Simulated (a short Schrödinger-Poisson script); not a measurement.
Stack: symmetric double-gate stack, SiO2 on p-type Si(100), at 77 K.

| layer | material | thickness (nm) | Na (cm⁻³) |
|---|---|---|---|
| 1 | SiO2 | 1.4 | - |
| 2 | Si | 6 | 1e17 |
| 3 | SiO2 | 1.4 | - |

The device is made up for the run: typed textbook-type constants, with dimensions and the other settings drawn at random. SiO2: permittivity 3.9, conduction-band edge (eV) 3.15, gap (eV) 9, electron mass (mₑ) 0.5. Si: permittivity 11.7, conduction-band edge (eV) 0, gap (eV) 1.124, Nv at 300 K (cm⁻³) 3.1e19.

Channel valleys (confinement mass, in-plane density-of-states mass, number): Δ2 0.916, 0.19, 2; Δ4 0.19, 0.417, 4. At the gates, both at one voltage, the conduction-band edge of layer 1 lies 3.72 eV − eVg above the Fermi level of the channel. Gaps are held at their typed values at every temperature. Mesh 0.03 nm at interfaces.

From a short Schrödinger-Poisson script (our own, NumPy): 1D Poisson equation in equilibrium, electrons quantum, Hartree (BenDaniel-Duke, 12 states a valley, the channel's in-plane mass for all, wave functions ending at the dielectric), parabolic valleys, classical holes, full ionisation, no traps, pinning or gate leakage.

Only gate voltages with over 1e8 electrons/cm² are shown.

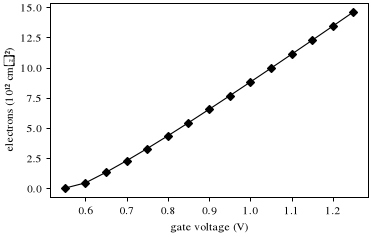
Sheet density against gate voltage

```csv
Vg (V),electrons (cm⁻²),C (μF/cm²),Δ2 E0 (meV),Δ2 E1 (meV),Δ4 E0 (meV),Δ4 E1 (meV)
0.55,6.10e9,0.151,34.2,68.3,77.8,242.6
0.6,4.45e11,2.52,4.4,37.2,48.0,211.5
0.65,1.32e12,2.99,-5.7,24.7,38.0,199.1
0.7,2.28e12,3.17,-12.6,15.5,31.4,190.1
0.75,3.29e12,3.31,-18.0,7.9,26.3,182.8
0.8,4.35e12,3.43,-22.4,1.7,22.4,176.9
0.85,5.43e12,3.52,-25.9,-3.6,19.3,172.0
0.9,6.54e12,3.58,-29.0,-8.2,16.8,167.8
0.95,7.66e12,3.63,-31.8,-12.5,14.6,164.1
1,8.80e12,3.66,-34.4,-16.5,12.7,160.6
1.05,9.95e12,3.69,-36.9,-20.2,10.9,157.4
1.1,1.11e13,3.71,-39.4,-23.9,9.3,154.4
1.15,1.23e13,3.74,-41.8,-27.4,7.8,151.5
1.2,1.34e13,3.76,-44.2,-30.8,6.4,148.8
1.25,1.46e13,3.78,-46.5,-34.2,5.0,146.3
```

Subbands count from the Fermi level. The capacitance is that of both gates.
